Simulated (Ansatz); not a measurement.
# Ge2SiH6: geometry relaxation (part 2 of 2)

The same run, continued: Ge2SiH6; RKS PBE0-D4/def2-TZVP (Ansatz 0.2.0). The geometry: GFN2-xTB start.

Geometry of the input (Å):
```
Si -0.9576  0.1463  -0.4543
Ge 1.1458  1.0930  -0.9225
Ge 0.5747  -0.9332  1.2277
H  -1.5645  -0.5156  -1.6201
H  -1.9941  1.1490  -0.1635
H  1.7466  1.6268  0.4165
H  2.1865  -0.0643  -1.0602
H  -0.3753  -2.0935  0.5552
H  -0.7621  -0.4085  2.0213
```

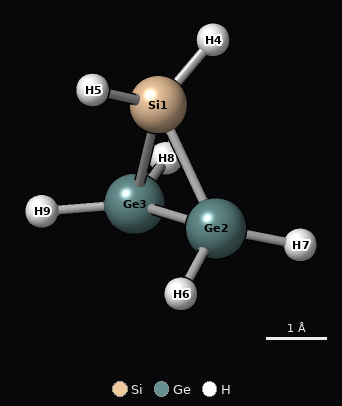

*The geometry at step 7 of the log (ball-and-stick view, seen at a tilt; atoms are numbered from 1 in the order of the input).*

```
mean field -120993.70606867 eV, -4446.4366855439 hartree, gradient 7.1e-5 eV, S^2 0.000000; 1 other end points of the search recorded, 0 dependent functions left out
the calculation of the forces begins
reference -120993.70610343 eV, -4446.4366868215 hartree; 42, 42 occupied and 127, 127 virtual orbitals, 1334 factors
Total energy: -120993.88860235 eV, -4446.4433935332 hartree
Atom 0 at    -1.125050     0.330210    -0.707974 Å, force    -0.003844     0.001157    -0.002548 eV/Å
Atom 1 at     1.208978     0.600066    -0.338938 Å, force    -0.000077    -0.000966     0.000843 eV/Å
Atom 2 at    -0.103081    -0.924679     1.034898 Å, force     0.001032     0.000456    -0.000345 eV/Å
Atom 3 at    -1.568932    -0.387769    -1.928620 Å, force     0.000908     0.001408     0.002226 eV/Å
Atom 4 at    -2.033261     1.444482    -0.339150 Å, force     0.001679    -0.002117    -0.000406 eV/Å
Atom 5 at     1.712859     1.899151     0.297009 Å, force     0.000294     0.000159    -0.000465 eV/Å
Atom 6 at     2.192654     0.004097    -1.350440 Å, force     0.000285     0.000261     0.000087 eV/Å
Atom 7 at     0.097033    -2.431104     0.843575 Å, force    -0.000062     0.000135     0.000399 eV/Å
Atom 8 at    -0.381201    -0.534454     2.489649 Å, force    -0.000214    -0.000493     0.000209 eV/Å
Dipole moment:    -0.014240     0.004182    -0.008941 e Å
```

Trajectory as extended XYZ (Å, eV, eV/Å), 12 frames, from step=1 to step=12:
```
9
Properties=species:S:1:pos:R:3:forces:R:3 step=1 energy=-120992.55673
Si   -0.9576    0.1463   -0.4543   -0.3937  -0.0986  -0.0162
Ge    1.1458    1.0930   -0.9225    0.2032  -0.8988   1.0747
Ge    0.5747   -0.9332    1.2277   -0.7876  -0.1629  -0.0127
H    -1.5645   -0.5156   -1.6201    0.1907  -0.4094  -0.2613
H    -1.9941    1.1490   -0.1635   -0.0058   0.3469   0.3936
H     1.7466    1.6268    0.4165   -0.1422   0.4306  -0.1108
H     2.1865   -0.0643   -1.0602   -0.0499   0.0393  -0.4704
H    -0.3753   -2.0935    0.5552    0.4741   0.4685  -0.2306
H    -0.7621   -0.4085    2.0213    0.5113   0.2845  -0.3663
9
Properties=species:S:1:pos:R:3:forces:R:3 step=2 energy=-120992.95070
Si   -1.0367    0.1100   -0.4367    0.2330   0.1928  -0.1576
Ge    1.1339    0.9635   -0.7776    0.1468  -0.5979   0.7205
Ge    0.5484   -0.9211    1.2089   -0.3958  -0.0122  -0.0909
H    -1.5428   -0.5893   -1.6437    0.0655  -0.0982   0.0257
H    -2.0002    1.1847   -0.0925    0.0375   0.0045   0.1121
H     1.7339    1.7041    0.4683   -0.1644   0.0366  -0.3681
H     2.2087   -0.1235   -1.1305   -0.2383   0.3087  -0.1421
H    -0.3211   -2.0383    0.4379    0.1325   0.1985   0.0457
H    -0.7241   -0.2901    1.9659    0.1832  -0.0328  -0.1454
9
Properties=species:S:1:pos:R:3:forces:R:3 step=3 energy=-120993.05874
Si   -1.0477    0.1056   -0.4360    0.2256   0.3289  -0.3040
Ge    1.1443    0.8847   -0.6851    0.2090  -0.4430   0.5629
Ge    0.5023   -0.9321    1.2113   -0.0718  -0.0378   0.0122
H    -1.5103   -0.6316   -1.6460    0.0037   0.0865   0.1360
H    -1.9827    1.1990   -0.0462    0.0599  -0.1366  -0.0636
H     1.7470    1.7923    0.4480   -0.1976  -0.2050  -0.4782
H     2.2410   -0.1067   -1.2203   -0.3670   0.4233   0.0729
H    -0.3464   -2.0232    0.4250    0.0682  -0.0007   0.0406
H    -0.7474   -0.2880    1.9494    0.0701  -0.0156   0.0212
9
Properties=species:S:1:pos:R:3:forces:R:3 step=4 energy=-120993.15329
Si   -1.0527    0.1251   -0.4594    0.0242   0.3491  -0.3775
Ge    1.1525    0.7816   -0.5632    0.6363  -0.1089   0.2916
Ge    0.4472   -0.9652    1.2316    0.0499   0.0010   0.0053
H    -1.4982   -0.6324   -1.6648   -0.0033   0.1286   0.1715
H    -1.9774    1.2214   -0.0486    0.0750  -0.1770  -0.0975
H     1.7638    1.8798    0.3905   -0.3108  -0.4635  -0.4875
H     2.2644   -0.0549   -1.3084   -0.5429   0.4260   0.2910
H    -0.3466   -2.0638    0.4330    0.0427  -0.0832   0.1003
H    -0.7530   -0.2915    1.9895    0.0288  -0.0722   0.1028
9
Properties=species:S:1:pos:R:3:forces:R:3 step=5 energy=-120993.22666
Si   -1.0481    0.1849   -0.5241   -0.0469   0.1278  -0.1560
Ge    1.1769    0.6969   -0.4636    0.7999   0.2882  -0.0842
Ge    0.4130   -0.9865    1.2503   -0.3128   0.0111  -0.1225
H    -1.4983   -0.5930   -1.7102    0.0175   0.0832   0.1362
H    -1.9793    1.2636   -0.0955    0.0793  -0.1243  -0.0570
H     1.7423    1.9374    0.3370   -0.2830  -0.6575  -0.3978
H     2.2506   -0.0139   -1.3822   -0.5561   0.3532   0.5071
H    -0.3184   -2.1493    0.4986    0.1483  -0.0127   0.1222
H    -0.7388   -0.3400    2.0896    0.1537  -0.0691   0.0521
9
Properties=species:S:1:pos:R:3:forces:R:3 step=6 energy=-120993.38753
Si   -1.0821    0.2477   -0.6047    0.1250  -0.2264   0.3302
Ge    1.1617    0.7023   -0.4713   -0.1092  -0.1189   0.0831
Ge    0.3133   -0.9445    1.1735   -0.5732   0.1855  -0.3824
H    -1.4923   -0.5540   -1.7774   -0.0926   0.1228  -0.0728
H    -1.9709    1.3376   -0.1474   -0.0699   0.0263  -0.1554
H     1.7202    1.8670    0.3072    0.1175   0.3436   0.1889
H     2.2013    0.0131   -1.3190    0.2544  -0.1777  -0.2660
H    -0.2015   -2.2823    0.5917    0.1670  -0.0124   0.1988
H    -0.6497   -0.3869    2.2475    0.1811  -0.1429   0.0757
9
Properties=species:S:1:pos:R:3:forces:R:3 step=7 energy=-120993.56492
Si   -1.1093    0.2964   -0.6633    0.1022  -0.4489   0.5507
Ge    1.1643    0.6875   -0.4549    0.1352  -0.0310   0.0710
Ge    0.1806   -0.9014    1.0867   -1.2705  -0.4157   0.0692
H    -1.5010   -0.5055   -1.8374   -0.1380   0.1433  -0.1881
H    -1.9785    1.3973   -0.2072   -0.1323   0.1173  -0.1989
H     1.7166    1.8720    0.2976    0.1356   0.3854   0.1662
H     2.1988    0.0180   -1.3234    0.2807  -0.1579  -0.3159
H    -0.0993   -2.4097    0.7029    0.3496   0.6445   0.2875
H    -0.5722   -0.4546    2.3990    0.5376  -0.2371  -0.4419
9
Properties=species:S:1:pos:R:3:forces:R:3 step=8 energy=-120993.75263
Si   -1.1361    0.3168   -0.6932    0.0999  -0.1730   0.2257
Ge    1.1804    0.6582   -0.4171    0.2649  -0.0136   0.1002
Ge   -0.0018   -0.8882    1.0207   -0.6492  -0.9386   0.8558
H    -1.5198   -0.4528   -1.8927   -0.1622   0.1068  -0.1634
H    -1.9933    1.4423   -0.2719   -0.1602   0.0884  -0.1632
H     1.7254    1.8947    0.2899    0.0038   0.1367   0.0243
H     2.2112    0.0239   -1.3438    0.0528  -0.0389  -0.1359
H     0.0069   -2.4768    0.8043    0.1329   1.0177   0.1313
H    -0.4728   -0.5180    2.5039    0.4172  -0.1857  -0.8748
9
Properties=species:S:1:pos:R:3:forces:R:3 step=9 energy=-120993.88585
Si   -1.1269    0.3206   -0.6965   -0.0098   0.0495  -0.0580
Ge    1.2054    0.6062   -0.3505   -0.0501  -0.0527   0.0576
Ge   -0.0949   -0.9266    1.0395    0.0225   0.0426  -0.0345
H    -1.5490   -0.3956   -1.9275   -0.0343   0.0252   0.0311
H    -2.0178    1.4521   -0.3318   -0.0132  -0.0430  -0.0284
H     1.7080    1.9017    0.2861    0.0140   0.0410   0.0389
H     2.1925    0.0199   -1.3593    0.0317  -0.0407  -0.0308
H     0.0743   -2.4338    0.8500    0.0302  -0.0530  -0.0204
H    -0.3916   -0.5445    2.4900    0.0089   0.0312   0.0445
9
Properties=species:S:1:pos:R:3:forces:R:3 step=10 energy=-120993.87898 accepted=F
Si   -1.1268    0.3305   -0.7080    0.0373  -0.0190   0.0281
Ge    1.2065    0.6185   -0.3253   -0.0208  -0.1577  -0.1116
Ge   -0.0929   -0.9411    1.0204   -0.0606   0.1714   0.0679
H    -1.5710   -0.3826   -1.9304    0.0220  -0.0004  -0.0230
H    -2.0433    1.4369   -0.3397   -0.0057   0.0072   0.0239
H     1.7116    1.9265    0.2872    0.0150  -0.0174   0.0492
H     2.1900   -0.0192   -1.3111    0.0099   0.0702  -0.0547
H     0.0683   -2.4517    0.8359    0.0633   0.0025   0.0011
H    -0.3424   -0.5178    2.4710   -0.0605  -0.0567   0.0191
9
Properties=species:S:1:pos:R:3:forces:R:3 step=11 energy=-120993.88856
Si   -1.1254    0.3301   -0.7075    0.0072  -0.0008   0.0029
Ge    1.2091    0.5999   -0.3391   -0.0058  -0.0007  -0.0014
Ge   -0.1021   -0.9248    1.0350   -0.0046   0.0026  -0.0042
H    -1.5669   -0.3881   -1.9285   -0.0028  -0.0003  -0.0010
H    -2.0335    1.4442   -0.3391   -0.0021   0.0007  -0.0008
H     1.7126    1.8985    0.2975    0.0024   0.0034   0.0023
H     2.1922    0.0056   -1.3518    0.0027  -0.0020  -0.0013
H     0.0947   -2.4315    0.8443    0.0026  -0.0037  -0.0003
H    -0.3807   -0.5339    2.4893    0.0003   0.0008   0.0038
9
Properties=species:S:1:pos:R:3:forces:R:3 step=12 energy=-120993.88857
Si   -1.1251    0.3302   -0.7080   -0.0038   0.0012  -0.0025
Ge    1.2090    0.6001   -0.3389   -0.0001  -0.0010   0.0008
Ge   -0.1031   -0.9247    1.0349    0.0010   0.0005  -0.0003
H    -1.5689   -0.3878   -1.9286    0.0009   0.0014   0.0022
H    -2.0333    1.4445   -0.3392    0.0017  -0.0021  -0.0004
H     1.7129    1.8992    0.2970    0.0003   0.0002  -0.0005
H     2.1927    0.0041   -1.3504    0.0003   0.0003   0.0001
H     0.0970   -2.4311    0.8436   -0.0001   0.0001   0.0004
H    -0.3812   -0.5345    2.4896   -0.0002  -0.0005   0.0002
```

Key numbers:

| quantity | value |
| --- | --- |
| outcome | converged |
| total energy | −120993.8886 eV |
| mean-field energy | −120993.7061 eV |
| dispersion energy | −0.1825 eV |
| SCF solution under orbital rotations | stable |
| largest force (length of the vector) at the end | 0.005 eV/Å |
| dipole moment | 0.08 D |
| wall time | 43 s (CPU time 2.6 min) |
| peak memory | 0.53 GiB |
